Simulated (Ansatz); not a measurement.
**Nudged elastic band of C$_{3}$H$_{8}$Si$_{2}$**

C$_{3}$H$_{8}$Si$_{2}$, SMILES C=C=C[SiH2][SiH3], computed with RKS r2SCAN-D4/def2-SVP (Ansatz 0.2.0).

The run did not end well. One setting was made poor on purpose. It belongs to a series of runs on one base structure; here: band between the two ends.

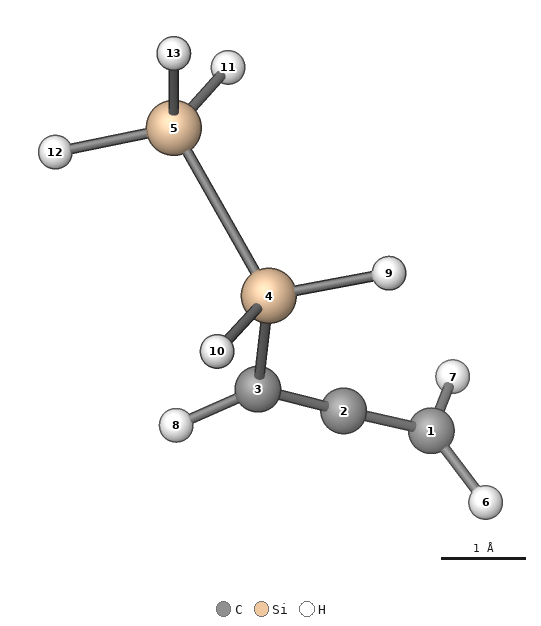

Fig. 1: The starting structure (ball-and-stick view, seen at a tilt; atoms are numbered from 1 in the order of the input).

Input:
```yaml
crystal:
  periodic: [false, false, false]
  atoms:
    - { symbol: C, position_ang: [-1.476414, -0.79673, 2.507512] }
    - { symbol: C, position_ang: [-0.437858, -0.64156, 1.722815] }
    - { symbol: C, position_ang: [0.577338, -0.497685, 0.902128] }
    - { symbol: Si, position_ang: [0.395212, -0.649158, -0.95994] }
    - { symbol: Si, position_ang: [0.642704, 1.471048, -1.943309] }
    - { symbol: H, position_ang: [-1.728666, -1.777705, 2.925196] }
    - { symbol: H, position_ang: [-2.118072, 0.050436, 2.7749] }
    - { symbol: H, position_ang: [1.564353, -0.250656, 1.322987] }
    - { symbol: H, position_ang: [-0.950743, -1.214286, -1.277637] }
    - { symbol: H, position_ang: [1.449799, -1.563666, -1.503391] }
    - { symbol: H, position_ang: [-0.448305, 2.381212, -1.476331] }
    - { symbol: H, position_ang: [1.956909, 2.064791, -1.543486] }
    - { symbol: H, position_ang: [0.594145, 1.389162, -3.436544] }
basis:
  gaussian: { orbitals: def2-SVP }
hamiltonian:
  xc: r2scan
  dispersion: d4
neb:
  order_check: false
  images: 5
  f_tol: 0.05
  max_iterations: 6
  initial_path: idpp
  final_atoms:
    - { symbol: C, position_ang: [-0.46723604, -1.03380656, 2.80050634] }
    - { symbol: C, position_ang: [-0.79419127, -0.5612168, 1.62265309] }
    - { symbol: C, position_ang: [-1.08944157, -0.1118307, 0.42464481] }
    - { symbol: Si, position_ang: [-0.06874595, -0.54039569, -1.09124067] }
    - { symbol: Si, position_ang: [1.09165969, 1.36910527, -1.81886648] }
    - { symbol: H, position_ang: [0.22953417, -0.49650266, 3.45397333] }
    - { symbol: H, position_ang: [-0.88681768, -1.97641018, 3.16948754] }
    - { symbol: H, position_ang: [-1.95161471, 0.56387655, 0.31257809] }
    - { symbol: H, position_ang: [-0.96501478, -1.01334919, -2.19418813] }
    - { symbol: H, position_ang: [0.89239728, -1.62966564, -0.7433163] }
    - { symbol: H, position_ang: [0.1247078, 2.48105705, -2.07967275] }
    - { symbol: H, position_ang: [2.05214292, 1.81631307, -0.7636599] }
    - { symbol: H, position_ang: [1.85302214, 1.09802847, -3.07799897] }
```

Launched with:
```bash
ansatz run input.yaml --threads 2 --pin off --max-ram 3072MiB --backend cpu --events-out ev --progress --plain --runs-dir out
```

Output:
```
Engine: ansatz 0.2.0, aarch64-unknown-linux-gnu
Functional definition: r2SCAN
  parameter k0 = 0.174
  parameter k1 = 0.065
  parameter a1 = 4.9479
  exchange = r2scan_x(k0 = k0, k1 = k1, a1 = a1)
  correlation = r2scan_c
1330 factors; their error is unknown
mean field evaluation 1: about -18978.0107 eV, gradient 4.6e1 eV
mean field evaluation 2: about -18975.3328 eV, gradient 5.4e1 eV
mean field evaluation 4: about -18984.0043 eV, gradient 5.0e0 eV
mean field evaluation 8: about -18984.0695 eV, gradient 1.2e-1 eV
mean field evaluation 16: about -18983.9768 eV, gradient 3.2e-4 eV
mean field -18983.97677449 eV, -697.6482786608 hartree, gradient 9.2e-6 eV, S^2 0.000000; 0 other end points of the search recorded, 0 dependent functions left out
the calculation of the forces begins
reference -18983.97678687 eV, -697.6482791158 hartree; 27, 27 occupied and 91, 91 virtual orbitals, 1330 factors
1330 factors; their error is unknown
mean field evaluation 32: about -18983.9768 eV, gradient 2.4e-2 eV
mean field -18983.97680335 eV, -697.6482797214 hartree, gradient 9.4e-6 eV, S^2 0.000000; 0 other end points of the search recorded, 0 dependent functions left out
[... from here on the field's lines of each further geometry are left out, up to the last ...]
NEB iter   1: max|band force component| = 7.572e-1 eV/Å  barrier→ = 0.2232 eV  barrier← = 0.2232 eV  Δτ_max = 0.1961 Å  (202 SCF iters)
NEB iter   2: max|band force component| = 8.113e-1 eV/Å  barrier→ = 0.1739 eV  barrier← = 0.1739 eV  Δτ_max = 0.1000 Å  (142 SCF iters)
NEB iter   3: max|band force component| = 4.153e-1 eV/Å  barrier→ = 0.1000 eV  barrier← = 0.1000 eV  CI = image 3  Δτ_max = 0.0832 Å  (147 SCF iters)
NEB iter   4: max|band force component| = 3.368e-1 eV/Å  barrier→ = 0.0839 eV  barrier← = 0.0839 eV  CI = image 3  Δτ_max = 0.0609 Å  (152 SCF iters)
NEB iter   5: max|band force component| = 2.558e-1 eV/Å  barrier→ = 0.0667 eV  barrier← = 0.0667 eV  CI = image 3  Δτ_max = 0.0830 Å  (152 SCF iters)
the calculation of the forces begins
reference -18983.90231944 eV, -697.6455424882 hartree; 27, 27 occupied and 91, 91 virtual orbitals, 1330 factors
these checks for a lower state are left out or cut short: starts, cluster_reference, orbital_swaps, neighbouring_geometries, increment
1330 factors; their error is unknown
mean field -18983.96269953 eV, -697.6477614158 hartree, gradient 9.9e-6 eV, S^2 0.000000; 0 other end points of the search recorded, 0 dependent functions left out
the calculation of the forces begins
reference -18983.96271198 eV, -697.6477618731 hartree; 27, 27 occupied and 91, 91 virtual orbitals, 1330 factors
NEB iter   6: max|band force component| = 4.255e-1 eV/Å  barrier→ = 0.0759 eV  barrier← = 0.0759 eV  CI = image 4  Δτ_max = 0.0422 Å  (151 SCF iters)
```

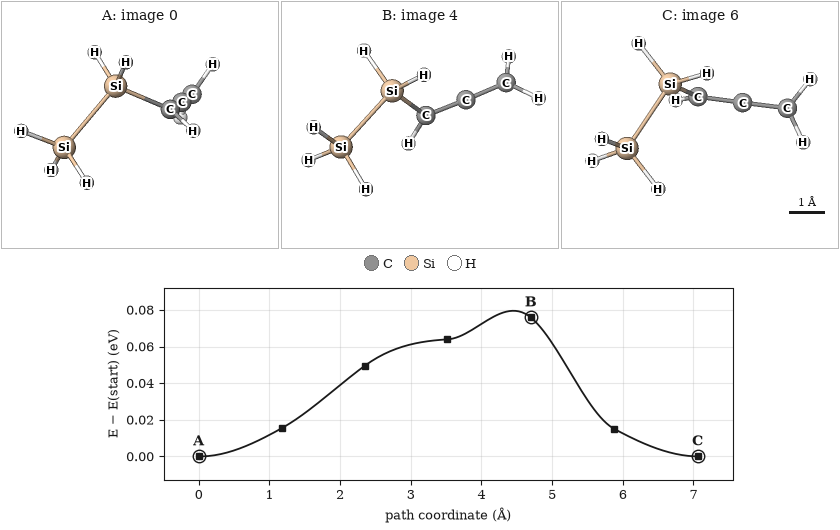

Fig. 2: Images of the last band (counted from 0; ball-and-stick, seen at a tilt) above the energy along the path; the line is a cubic interpolation that uses the forces. The highest image is number 4, 0.076 eV above the start and 0.076 eV above the end (the climbing image); start and end have the same energy. The path is 7.06 Å long. The band had not converged after 6 iterations.

```
Unfinished report: {"positions_ang":[[-0.6892606220224439,-1.7198908128114292,2.6621341744536293],[-0.4752938913188074,-0.7579557572766776,1.7959802508162122],[-0.25522988598980845,0.15337879831955745,0.8813941899836999],[-0.24381151899492692,-0.18512113007841588,-0.9785405197658755],[0.9857354926416482,1.4887223354592862,-2.0572071999531523],[0.13127630681893995,-2.2303233109544394,3.179416211848884],[-1.6954325288418826,-1.910727993978723,3.056713898559528],[-0.1262407550108543,1.2100269126726755,1.163964180375991],[-1.6444548188096486,-0.1359182418958218,-1.510703782666845],[0.3251665023182716,-1.5364267134054972,-1.2697243791182309],[0.33639378631925526,2.812545048225299,-1.7967109479876682],[2.4024462843589642,1.534228527793942,-1.5797127999722274],[0.9691076485312945,1.2426653379302424,-3.5321032765739444]],"unchecked":["starts","cluster_reference","orbital_swaps","neighbouring_geometries","increment"],"mean_field":{"relativity":"none","state":{"energy":{"ev":-18983.902319439378,"hartree":-697.6455424882417},"converged":true,"gradient_ev":0.000013247910680764975,"stability":{"kind":"minimum","curvature_ev":64.87341875041314},"curvature_floor_ev":0.00030000000000000003,"spin_squared":7.105427357601002e-15},"others":[],"fillings":{"estimated":0,"unestimated":0,"tried":0,"untried":0,"excluded_magnetic_sites":0},"n_dropped_functions":0,"n_trapped_functions":0,"passes":{"evaluations":4,"products":25},"factors":{"origin":"density fitting in generated functions","count":1330,"bound_ev":null},"gradient_stop_ev":0.00009,"reference_kind":"stationary","functional":{"name":"r2SCAN","citations":["Furness, Kaplan, Ning, Perdew & Sun, J. Phys. Chem. Lett. 11, 8208 (2020) doi:10.1021/acs.jpclett.0c02405","Furness, Kaplan, Ning, Perdew & Sun, J. Phys. Chem. Lett. 11, 9248 (2020) doi:10.1021/acs.jpclett.0c03077"],"text":"name \"r2SCAN\"\ncite \"Furness, Kaplan, Ning, Perdew & Sun, J. Phys. Chem. Lett. 11, 8208 (2020) doi:10.1021/acs.jpclett.0c02405\"\ncite \"Furness, Kaplan, Ning, Perdew & Sun, J. Phys. Chem. Lett. 11, 9248 (2020) doi:10.1021/acs.jpclett.0c03077\"\nparent r2scan\nparameter k0 = 0.174\nparameter k1 = 0.065\nparameter a1 = 4.9479\nexchange = r2scan_x(k0 = k0, k1 = k1, a1 = a1)\ncorrelation = r2scan_c\n","parameters":{"a1":{"value":4.9479,"default":4.9479},"k0":{"value":0.174,"default":0.174},"k1":{"value":0.065,"default":0.065}},"final_grid":{"core_spheres":27.0,"valence_spheres":18.0,"degree":36.0},"final_grid_parameter_source":"default","radial_points_factor":1.0,"radial_grid_error_ev":0.00004202825166463307,"grid_sensitivity":"normal","grid_sensitivity_ratio":0.004213694444324409},"unsmoothed_excess_ev":-0.000012409773753744742,"symmetry":{"irreps":["A"],"axes":[[0.9903098666980236,-0.04863883542705577,-0.13007932813803438],[0.0629661731125268,0.992110981742414,0.1084023106288175],[0.12378056779683129,-0.11554247528248265,0.9855598954104671]],"occupied":[{"A":27},{"A":27}]},"density_repulsion":{"missed_ev":0.000055585380376649846,"excess_ev":0.000055585380376649846,"most_excess_ev":0.0007019999999999999,"are_drawn_again":false,"n_first_factors":1330,"energy_change_ev":0.0,"n_dropped_ends":0},"direct_passes":"host"},"factors":{"origin":"density fitting in generated functions","count":1330,"bound_ev":null},"n_frozen":0,"n_occupied":[27,27],"n_virtual":[91,91],"reference":{"ev":-18983.902319439378,"hartree":-697.6455424882417},"dispersion":{"energy":{"ev":-0.07325369642852325,"hartree":-0.0026920236906094286},"switches_in_reach":[]},"total":{"ev":-18983.975573135805,"hartree":-697.6482345119323},"forces_ev_per_angstrom":[[-0.06328688393324111,0.28244981637163846,0.41385963458937847],[0.0819724519680821,-0.16359529575701742,0.043907962236847876],[-0.0571243747715514,0.16908469266895917,-0.4253959039696649],[-0.04053646766430173,-0.08491563280662809,0.19068895461734608],[-0.029115224318525493,0.006342791601304756,-0.06808085089348238],[0.07546611154759773,-0.05986477699605537,-0.17129857761260073],[-0.02806795135825439,-0.0867796957829016,-0.1958618947746493],[0.007475909625523796,-0.06821025843539288,0.22477141113031343],[0.013928582376166733,-0.021028869723232972,-0.029495602460885707],[-0.02992981120814518,-0.01201226137117367,0.01593705406592586],[0.044311921772270266,0.0074868154243842005,0.015078991592843267],[-0.01549212515686081,0.009485305779045577,-0.003633723452264061],[0.04039786111679602,0.021557369042743184,-0.01047745505514013]],"charge_distribution":{"dipole_moment_e_ang":[-0.013739409343986717,-0.018013563689480188,0.13970109617582344],"mulliken_charges_e":[-0.2521802202955765,0.2023042890554123,-0.4290605084728627,0.3157677759248454,0.14759584209229715,0.08937097167289643,0.08892022483212603,0.09740722273618063,-0.051248506553267736,-0.05184765254360646,-0.0559936380854551,-0.04947714587743057,-0.05155865448557595],"lowdin_charges_e":[-0.04138382610205049,-0.022686370600399464,-0.17763638951434046,0.26923076003000546,0.1992789539743569,0.03168176842329151,0.03205163771962316,0.03881353252223274,-0.06697296653741125,-0.06496353156314028,-0.06636819460849197,-0.06518972092988395,-0.0658556528138523]},"n_threads":2,"memory_gib":2.556818182580173,"seconds":{"hamiltonian":3.216549518,"orbitals":0.0,"second_order":0.0,"solver_start":0.0,"cycles":0.0,"cycle":0.0,"perturbative":0.0,"full_ci_increment":0.0,"forces":0.0}}
this run last wrote the band of iteration 6 to [file]
Error: NEB band did not converge after 6 iterations: max|band force component| = 4.25e-1 eV/Å (threshold 5.0e-2); raise `neb.max_iterations` in a new run, which can start from the last band evaluated (`neb.initial_path`, with `crystal.atoms` and `neb.final_atoms` set to its first and last images), add images, or start from endpoints closer to local minima. Where this run's directory can be resumed (`checkpoint.write`), a resume goes on for up to `neb.max_iterations` more; to start a new run from the last band, take its images' positions from the `neb_iteration` event of iteration 6 (`data.images[].positions_ang`), in the event stream of the run that computed that iteration (not this run's, if it was resumed behind it). With `checkpoint.write`, `steps/00-neb/state/checkpoint.json` in the run directory holds the last saved band, under `neb.evaluated.images[].positions_ang` (a band under a hybrid functional on support functions is neither saved nor resumed: `neb.initial_path` says where its path is): check the last entry of `neb.iterations` there, which is earlier than 6 if that iteration was not saved or its write failed. If the band's step has no `state` directory and holds `state.next`, a write was cut short, and the file is under `state.next` instead (behind a loss of power it can be under `state.prev`)
this run wrote the band of iteration 6 to [file] as well, whether or not its events were kept: a new run's `neb.initial_path` can list its `images[].positions_ang`
a run's events are kept only if it was started with --events-out <file>, and are in that file
```

The last band as extended XYZ (Å, eV, eV/Å):
```
13
Properties=species:S:1:pos:R:3:forces:R:3 image=0 energy=-18984.05143
C    -1.4764   -0.7967    2.5075    0.0116   0.0063  -0.0100
C    -0.4379   -0.6416    1.7228   -0.0029  -0.0019   0.0017
C     0.5773   -0.4977    0.9021   -0.0076  -0.0026   0.0039
Si    0.3952   -0.6492   -0.9599    0.0028   0.0000   0.0008
Si    0.6427    1.4710   -1.9433   -0.0019  -0.0013  -0.0015
H    -1.7287   -1.7777    2.9252   -0.0044  -0.0097   0.0042
H    -2.1181    0.0504    2.7749    0.0016   0.0036   0.0003
H     1.5644   -0.2507    1.3230   -0.0009   0.0030  -0.0011
H    -0.9507   -1.2143   -1.2776    0.0013   0.0016   0.0007
H     1.4498   -1.5637   -1.5034   -0.0012   0.0021   0.0005
H    -0.4483    2.3812   -1.4763    0.0019  -0.0013  -0.0005
H     1.9569    2.0648   -1.5435   -0.0003  -0.0009  -0.0001
H     0.5941    1.3892   -3.4365    0.0000   0.0010   0.0011
13
Properties=species:S:1:pos:R:3:forces:R:3 image=1 energy=-18984.03606
C    -1.4057   -1.1140    2.5970   -0.0239   0.0385  -0.0842
C    -0.5068   -0.6864    1.7436    0.1067  -0.0405   0.1315
C     0.4184   -0.2887    0.9006   -0.0716   0.0191  -0.0259
Si    0.2597   -0.5035   -0.9582    0.0142   0.0063   0.0238
Si    0.7639    1.5270   -2.0263   -0.0026  -0.0042  -0.0004
H    -1.3480   -2.1287    3.0070   -0.0246   0.0009   0.0030
H    -2.2338   -0.4746    2.9220   -0.0115  -0.0076   0.0039
H     1.3159    0.1964    1.3153    0.0154  -0.0139  -0.0280
H    -1.1280   -0.9531   -1.2815    0.0087  -0.0079  -0.0006
H     1.2259   -1.5430   -1.4394    0.0023   0.0021  -0.0170
H    -0.2062    2.5898   -1.6197   -0.0006   0.0007  -0.0057
H     2.1396    1.9662   -1.6315   -0.0073   0.0016   0.0018
H     0.7255    1.3780   -3.5140   -0.0052   0.0048  -0.0022
13
Properties=species:S:1:pos:R:3:forces:R:3 image=2 energy=-18984.00201
C    -1.2665   -1.4091    2.6305    0.1011   0.0677   0.1538
C    -0.5288   -0.7320    1.7838   -0.0120   0.0023   0.0748
C     0.2152   -0.0834    0.9197    0.0324   0.0308  -0.2065
Si    0.1056   -0.3541   -0.9439   -0.0366  -0.0570   0.1152
Si    0.8563    1.5554   -2.0775    0.0106   0.0084  -0.0186
H    -0.8990   -2.3492    3.0588   -0.0411  -0.0434  -0.0714
H    -2.2179   -1.0233    3.0139   -0.0308   0.0023  -0.1021
H     0.9590    0.6378    1.2918   -0.0094  -0.0255   0.0856
H    -1.3001   -0.6927   -1.3233    0.0090  -0.0106  -0.0093
H     0.9846   -1.4983   -1.3511   -0.0056   0.0013  -0.0151
H     0.0209    2.7531   -1.7547   -0.0007  -0.0058   0.0010
H     2.2714    1.8407   -1.6793   -0.0158   0.0105   0.0013
H     0.8197    1.3203   -3.5536   -0.0010   0.0190  -0.0087
13
Properties=species:S:1:pos:R:3:forces:R:3 image=3 energy=-18983.98751
C    -1.0007   -1.6034    2.6674   -0.0159   0.0449  -0.0104
C    -0.5041   -0.7632    1.7912    0.0095   0.0651   0.1390
C    -0.0097    0.0775    0.9132    0.0138  -0.0335  -0.1591
Si   -0.0622   -0.2504   -0.9462   -0.0287  -0.0352   0.0912
Si    0.9287    1.5381   -2.0927    0.0088   0.0131  -0.0108
H    -0.3819   -2.3902    3.1122    0.0063  -0.0378  -0.0259
H    -2.0408   -1.5232    3.0063    0.0186  -0.0133  -0.0419
H     0.4570    1.0046    1.2792   -0.0133  -0.0045   0.0414
H    -1.4780   -0.4147   -1.4040    0.0056  -0.0032  -0.0090
H     0.6657   -1.5169   -1.2741   -0.0035   0.0011  -0.0047
H     0.1966    2.8114   -1.8058    0.0032  -0.0054   0.0001
H     2.3531    1.7080   -1.6656   -0.0102  -0.0026   0.0000
H     0.8968    1.2875   -3.5660    0.0058   0.0114  -0.0099
13
Properties=species:S:1:pos:R:3:forces:R:3 image=4 energy=-18983.97556
C    -0.6893   -1.7199    2.6621   -0.0633   0.2824   0.4139
C    -0.4753   -0.7580    1.7960    0.0820  -0.1636   0.0439
C    -0.2552    0.1534    0.8814   -0.0571   0.1691  -0.4254
Si   -0.2438   -0.1851   -0.9785   -0.0405  -0.0849   0.1907
Si    0.9857    1.4887   -2.0572   -0.0291   0.0063  -0.0681
H     0.1313   -2.2303    3.1794    0.0755  -0.0599  -0.1713
H    -1.6954   -1.9107    3.0567   -0.0281  -0.0868  -0.1959
H    -0.1262    1.2100    1.1640    0.0075  -0.0682   0.2248
H    -1.6445   -0.1359   -1.5107    0.0139  -0.0210  -0.0295
H     0.3252   -1.5364   -1.2697   -0.0299  -0.0120   0.0159
H     0.3364    2.8125   -1.7967    0.0443   0.0075   0.0151
H     2.4024    1.5342   -1.5797   -0.0155   0.0095  -0.0036
H     0.9691    1.2427   -3.5321    0.0404   0.0216  -0.0105
13
Properties=species:S:1:pos:R:3:forces:R:3 image=5 energy=-18984.03639
C    -0.3595   -1.6527    2.6713    0.0194  -0.0166  -0.0637
C    -0.4476   -0.7179    1.7562   -0.0292   0.0600   0.0901
C    -0.5520    0.2179    0.8407    0.0504   0.0062  -0.0296
Si   -0.4540   -0.1351   -1.0017   -0.0258  -0.0351   0.0482
Si    1.0050    1.3958   -2.0214    0.0180   0.0096   0.0042
H     0.6059   -1.9422    3.1017   -0.0004   0.0001  -0.0112
H    -1.2544   -2.1734    3.0305    0.0034  -0.0054   0.0053
H    -0.6913    1.2574    1.1771   -0.0379  -0.0095  -0.0002
H    -1.8080    0.0178   -1.6260    0.0049   0.0013  -0.0181
H     0.0073   -1.5427   -1.1954   -0.0075   0.0012  -0.0258
H     0.5224    2.7874   -1.7528    0.0072  -0.0041   0.0019
H     2.3854    1.2585   -1.4627    0.0006   0.0008  -0.0044
H     1.0611    1.1945   -3.5025   -0.0030  -0.0084   0.0034
13
Properties=species:S:1:pos:R:3:forces:R:3 image=6 energy=-18984.05143
C     0.4934   -1.3644    2.6513    0.0104   0.0010   0.0057
C    -0.1912   -0.7150    1.7418   -0.0047   0.0012  -0.0041
C    -0.8569   -0.0881    0.7994   -0.0056   0.0036  -0.0065
Si   -0.5350   -0.3818   -1.0263   -0.0011  -0.0005   0.0023
Si    0.4876    1.5186   -1.9565   -0.0006   0.0003  -0.0011
H     1.4423   -0.9722    3.0346   -0.0025   0.0004   0.0005
H     0.1333   -2.3150    3.0604   -0.0013  -0.0055   0.0019
H    -1.6118    0.6576    1.0939    0.0035  -0.0002   0.0009
H    -1.8277   -0.6354   -1.7392   -0.0006   0.0003   0.0005
H     0.3499   -1.5752   -1.1824    0.0009  -0.0014  -0.0007
H    -0.3674    2.7230   -1.7160   -0.0004  -0.0001   0.0001
H     1.8184    1.7484   -1.3146    0.0020   0.0009   0.0009
H     0.6855    1.3647   -3.4315    0.0001   0.0001  -0.0002
```

Outcome:

- outcome: not converged
- barrier, forward (band not converged): 0.076 eV
- barrier, backward: 0.076 eV
- hardware: 2 threads of Arm Neoverse V2, 24 GiB of memory available, shared host
- wall time: 1.7 min (CPU time 3.4 min)
- peak memory: 0.18 GiB

What went wrong:

The run did not converge: “NEB band did not converge after 6 iterations: max|band force component| = 4.25e-1 eV/Å (threshold 5.0e-2); raise `neb.max_iterations` in a new run, which can start from the last band evaluated (`neb.initial_path`, with `crystal.atoms` and `neb.final_atoms` set to its first and last images), add images, or start from endpoints closer to local minima …” Its last values are not results. A deliberately poor setting: few iterations.
